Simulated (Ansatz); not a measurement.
# ClFH₃NZn···HF: what the fields show

Input

```
crystal:
  periodic: [false, false, false]
  atoms:
    - { symbol: Zn, position_ang: [-1.146611, -1.18413, -0.359575] }
    - { symbol: F, position_ang: [0.455829, 0.797136, -2.090354] }
    - { symbol: Cl, position_ang: [-2.242451, -1.998697, -1.97072] }
    - { symbol: H, position_ang: [1.161688, 1.221297, 0.80008] }
    - { symbol: "N", position_ang: [-0.25612, -0.545993, 1.200845] }
    - { symbol: H, position_ang: [0.96892, 1.331733, -1.555579] }
    - { symbol: F, position_ang: [1.665727, 1.888245, 0.420636] }
    - { symbol: H, position_ang: [-0.920426, -0.234862, 1.914803] }
    - { symbol: H, position_ang: [0.313345, -1.274728, 1.639764] }
basis:
  gaussian: { orbitals: def2-SVP }
hamiltonian:
  xc: b3lyp
relax:
  f_tol: 0.03
  max_steps: 50
output:
  orbitals: {}
```

Command:

```sh
ansatz run input.yaml --threads 2 --pin off --max-ram 3072MiB --backend cpu --events-out ev --progress --plain --runs-dir out
```

The fields are those of the run's last geometry, not of the input's.

Theory: RKS B3LYP/def2-SVP in Ansatz 0.2.0.

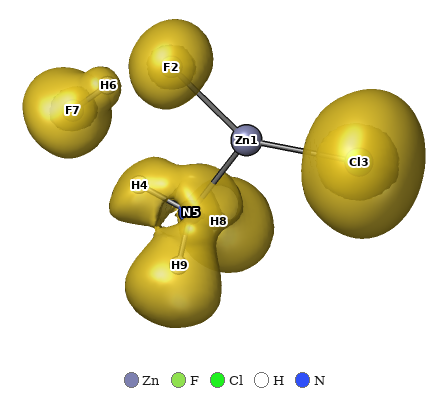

Figure 1. Isosurface of the ELF at 0.75 (yellow), seen at a tilt. Core shells and regions of very low density are left out.

Q: Where are the electrons localised?

A: The ELF exceeds this value in one region wrapped around Cl (its valence shell), one region wrapped around F (its valence shell), one joined region spread over several atoms (F, H), in which their bonds and any lone pairs are merged and one joined region spread over several atoms (H, N), in which their bonds and any lone pairs are merged. Profiles from the grid: F2···H6 (1.44 Å): the ELF dips to about 0.25 between them. Zn–F (1.85 Å): the ELF peaks at about 0.80 in the valence shell of F, 0.5 Å from its nucleus, and is about 0.10 at the midpoint.

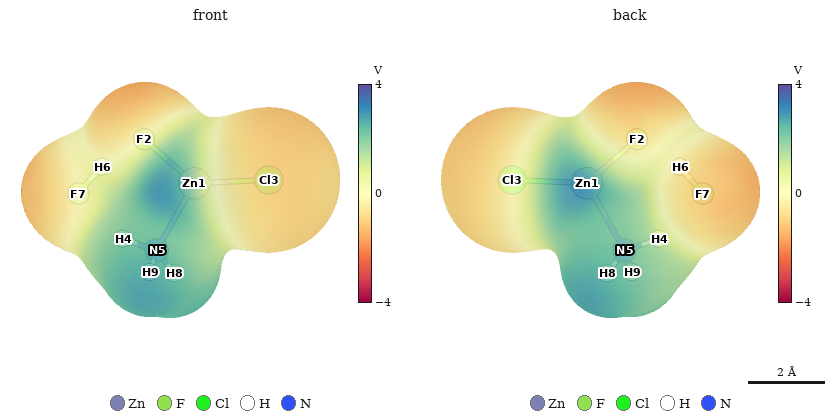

Figure 2. The electrostatic potential painted on the density surface at 0.002 e/bohr³, seen from the front and from behind; red is negative and blue positive.

Q: Where is the surface potential most negative and most positive?

A: The most negative region (about −1.5 V, or −35 kcal/mol for a unit charge) lies over F2, the most positive (about +2.9 V, or +67 kcal/mol for a unit charge) over Zn1.

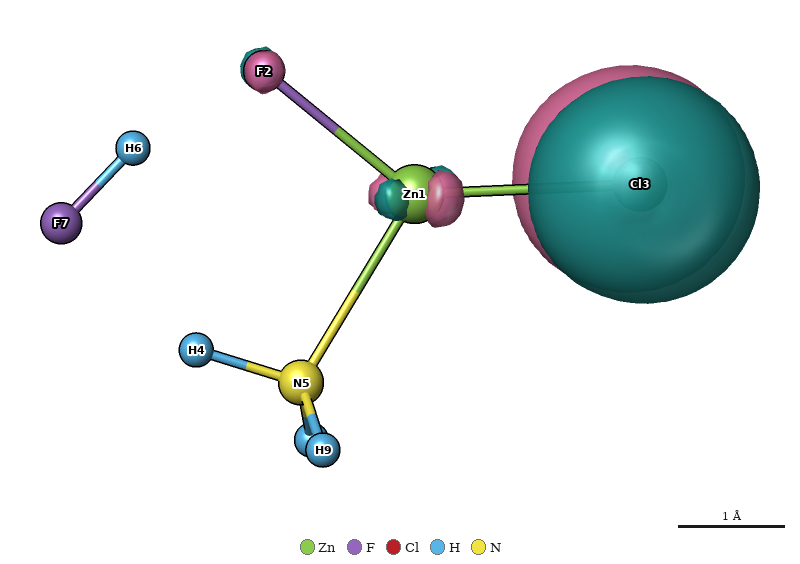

Figure 3. The HOMO−1 at ±0.15 Å⁻³ᐟ² (teal and pink are the two phases), seen across its widest extent.

Q: What is the character of this orbital?

A: Its weight (Hirshfeld) is mainly on Cl3 (about 90 %) and Zn1 (about 5 %); largely a lone pair of Cl3. Its energy is −7.73 eV.

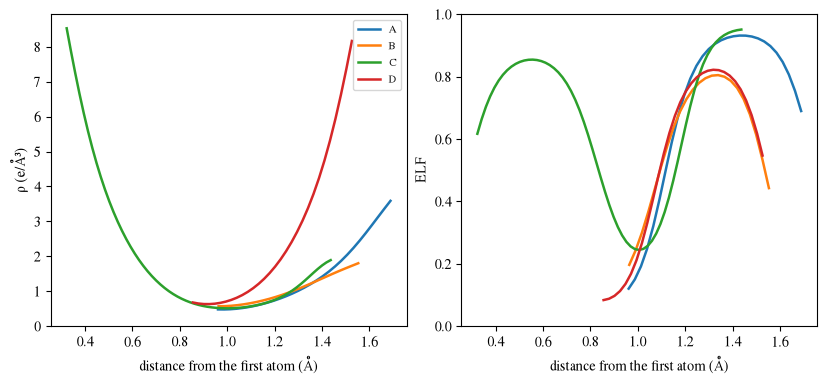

Figure 4. Electron density and electron localisation function along straight lines between neighbouring atoms. The curves leave out the atomic cores.

Q: Which curve belongs to which contact (F–H, Zn–Cl, Zn–F and Zn–N)? The first atom named is at distance zero.

A: Curve A: Zn–N (2.08 Å): ρ at the midpoint is about 0.5 e/Å³; the ELF peaks at about 0.95 in the valence shell of N, 0.6 Å from its nucleus, and is about 0.25 at the midpoint. Curve B: Zn–Cl (2.14 Å): ρ at the midpoint is about 0.63 e/Å³; the ELF peaks at about 0.80 in the valence shell of Cl, 0.8 Å from its nucleus, and is about 0.45 at the midpoint. Curve C: F2···H6 (1.44 Å): the density falls to about 0.51 e/Å³ on the way; the ELF dips to about 0.25 between them. Curve D: Zn–F (1.85 Å): ρ is about 0.63 e/Å³ halfway; the ELF peaks at about 0.80 in the valence shell of F, 0.5 Å from its nucleus, and is about 0.10 at the midpoint.
